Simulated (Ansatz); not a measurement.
# Direct or indirect: CaO (Fm-3m)

```xyz
2
Lattice="0.0000 2.4065 2.4065 2.4065 0.0000 2.4065 2.4065 2.4065 0.0000" Properties=species:S:1:pos:R:3 pbc="T T T"
Ca    0.0000    0.0000    0.0000
O     2.4065    2.4065    2.4065
```

Method: Ansatz, PBE, independent particles, without spin-orbit coupling, line width 0.15 eV (Gaussian). The band structure gives a fundamental gap of 3.66 eV. The spectrum of vertical transitions near the edge:

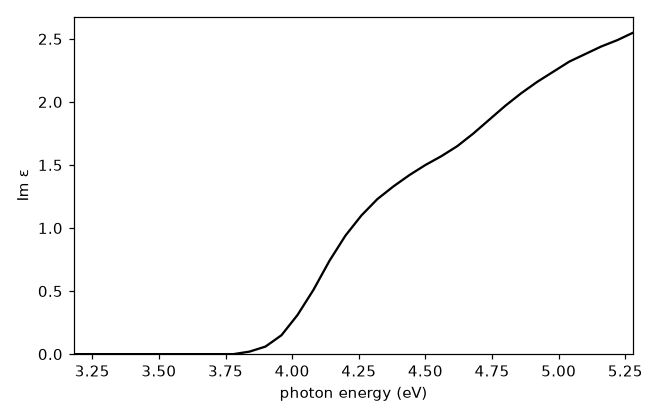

Task: Is the gap direct or indirect, and about where do vertical transitions set in?

Result: Indirect, by the band path, whose least direct gap is 4.03 eV. The curves fit this: they stay near zero above 3.66 eV and rise only from about 4.0 eV, though a forbidden direct transition would look alike. Lines are broadened by 0.15 eV, which spreads the edge, and phonons, which would give weak absorption from the fundamental gap up, are left out.

[Logs are printed without paths, hosts, clocks, repeated set-up lines and the standing remarks that a program may print on its own settings, such as how far it seeks lower states.]
